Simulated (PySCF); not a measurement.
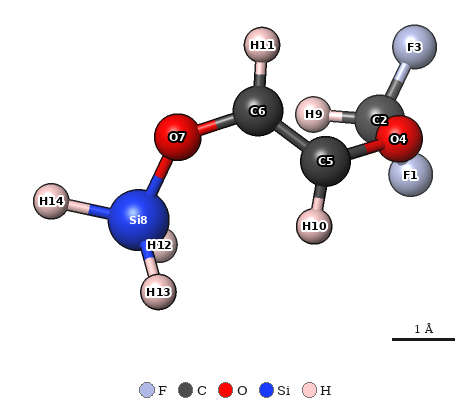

Figure 1. The input geometry (ball-and-stick view, seen at a tilt; atoms are numbered from 1 in the order of the input). Bond lengths as drawn: C–C 1.38 Å, C–F 1.39 to 1.40 Å, C–H 1.08 to 1.11 Å, C–O 1.29 to 1.56 Å, H–Si 1.47 to 1.48 Å and O–Si 1.59 Å.

# EPR calculation, with input and output: C3H6F2O2Si (charge −1)

System: C3H6F2O2Si, charge −1, multiplicity 2.
Method: UKS B3LYP, pcH-1 on C F H O Si, non-relativistic, mean-field spin-orbit, GIAO (PySCF 2.14.0).

It belongs to a series of runs on one base structure; here: electron added.

### Log
```
UKS, coarse grid
  cycle   1  E = -757.30119069  |g| = 8.43e-01
  cycle   2  E = -756.81879122  |g| = 1.44e+00
  cycle   3  E = -757.53434056  |g| = 1.41e-01
  cycle   4  E = -757.53973686  |g| = 8.38e-02
  cycle   5  E = -757.54182536  |g| = 1.44e-02
  cycle   6  E = -757.54189791  |g| = 9.79e-03
  cycle   7  E = -757.54194412  |g| = 2.41e-03
  cycle   8  E = -757.54194718  |g| = 1.35e-03
  cycle   9  E = -757.54194794  |g| = 4.98e-04
UKS, final grid
  cycle   1  E = -757.54186458  |g| = 7.57e-04
  cycle   2  E = -757.54186420  |g| = 1.27e-03
  cycle   3  E = -757.54186481  |g| = 1.16e-04
  cycle   4  E = -757.54186482  |g| = 3.05e-05
  cycle   5  E = -757.54186482  |g| = 1.39e-05
E = -757.54186482 Eh   <S^2> = 0.7579 (exact 0.7500)
g shifts (ppm)      1          2          3
  rmc          -203       -203       -203
  gc             49         13          4
  oz_so        -218        369        818
  total        -372        179        619
hyperfine (MHz)  atom isotope    a_iso     a_fc   dipolar eigenvalues
    0   19F      26.83      26.81    -13.04    -11.10     24.13
    1   13C      14.40      14.40     -4.53     -2.30      6.84
    2   19F      29.56      29.54     -8.59     -6.67     15.26
    3   17O    -196.85    -196.87    -23.05     10.58     12.48
    4   13C     398.95     399.00    -40.18    -25.24     65.42
    5   13C      94.76      94.81    -42.22    -38.15     80.36
    6   17O     -77.55     -77.59    -16.26      7.08      9.18
    7  29Si     -18.15     -18.24     -9.61      3.89      5.71
    8    1H      -1.09      -1.09     -4.58     -0.68      5.26
    9    1H      -8.50      -8.51    -16.16     -2.17     18.33
   10    1H     -31.73     -31.74    -19.00     -2.15     21.15
   11    1H      13.28      13.27     -1.79     -1.00      2.79
   12    1H      -1.65      -1.66     -1.95     -0.99      2.95
   13    1H      -4.90      -4.90     -1.69     -1.05      2.74
```

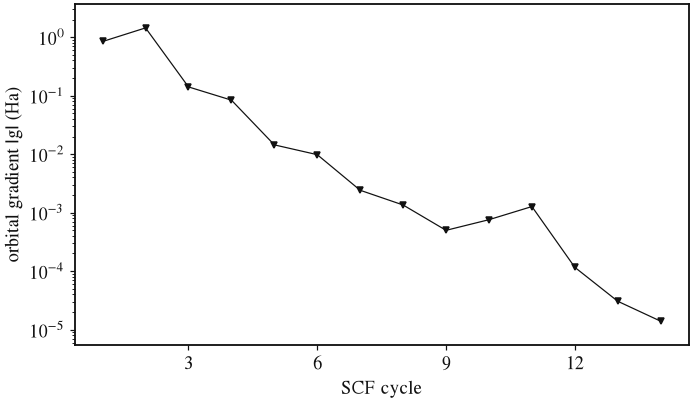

Figure 2. Convergence of the self-consistent field: orbital gradient |g| against the SCF cycle. All cycles printed in the log are drawn one after another.

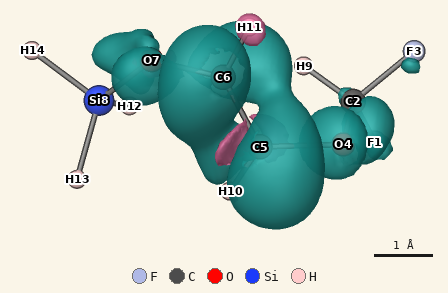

Figure 3. Isosurfaces of the spin density at +0.015 (teal) and −0.015 e/Å³ (pink), seen from the side. The unpaired spin (1 electron) lies mostly on C5 (about 0.4), C6 (about 0.3) and O4 (about 0.1), in electrons by Hirshfeld's partition.

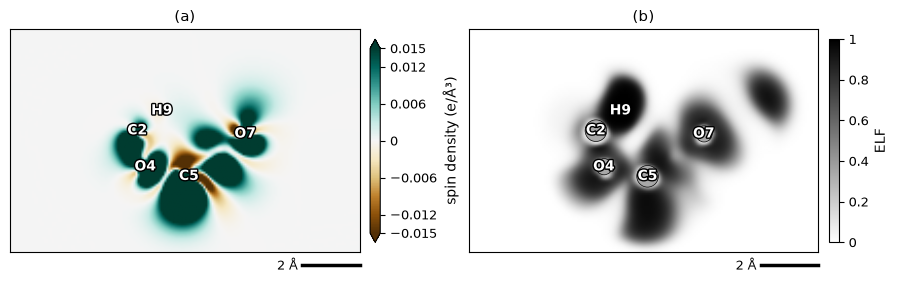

Figure 4. (a) spin density (α minus β); (b) electron localisation function on the plane of atoms O4, C2 and H9. Grey discs, where drawn, cover atomic cores. C–O (1.29 Å): the ELF peaks at about 0.90 between the atoms, which marks a shared but strongly polarised pair. The unpaired spin (1 electron) lies mostly on C5 (about 0.4), C6 (about 0.3) and O4 (about 0.1), in electrons by Hirshfeld's partition.

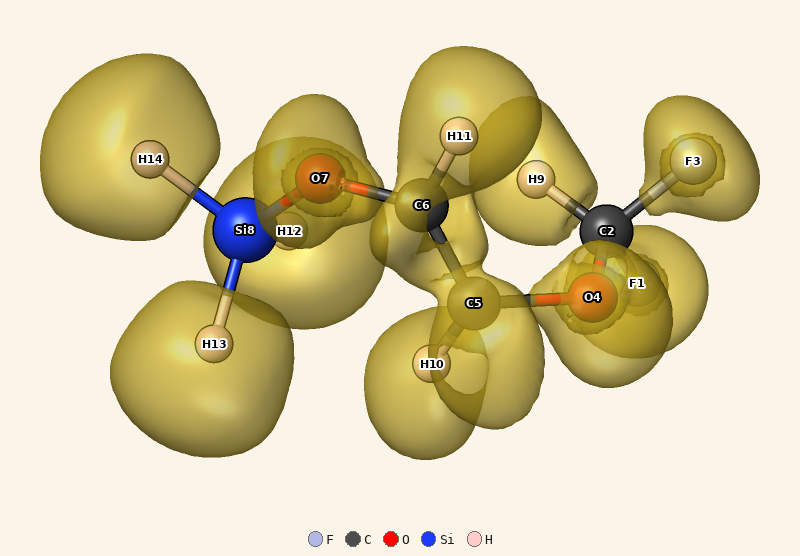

Figure 5. Isosurface of the ELF at 0.75 (yellow), seen from the side. Core shells and regions of very low density are left out. Values along the shortest contacts: C–O (1.29 Å): the ELF peaks at about 0.90 between the atoms (a shared but strongly polarised pair).

This output came from the following input.

### Input
```
{"job": {"kind": "epr", "basis": "pcH-1"}, "charge": -1, "multiplicity": 2}
F      2.127630    -2.059496    -0.817033
C      1.999211    -0.682214    -0.604217
F      3.094791    -0.197717    -1.310340
O      2.019174    -0.352989     0.642114
C      0.697004     0.282576     1.178570
C      0.111455     1.236983     0.368799
O     -1.220246     1.211840    -0.076309
Si    -2.358793     0.096911    -0.113305
H      1.102873    -0.364543    -1.177001
H      0.055751    -0.538521     1.492014
H      0.665120     2.039489    -0.095297
H     -2.111112    -1.088776    -0.958439
H     -2.696503    -0.444730     1.221076
H     -3.487035     0.860716    -0.652697
```

The first line tells a small driver script what to run in PySCF; the rest is the geometry in Å.

Launched with:
```bash
OMP_NUM_THREADS=1 python <driver script> task.json out
```

### Results in brief

```csv
quantity,value
outcome,converged
total energy,−757.541865 hartree
⟨S²⟩,0.758
isotropic g,2.0025
hardware,"1 CPU thread, shared host"
wall time,2.3 min
peak memory,1 GiB
```
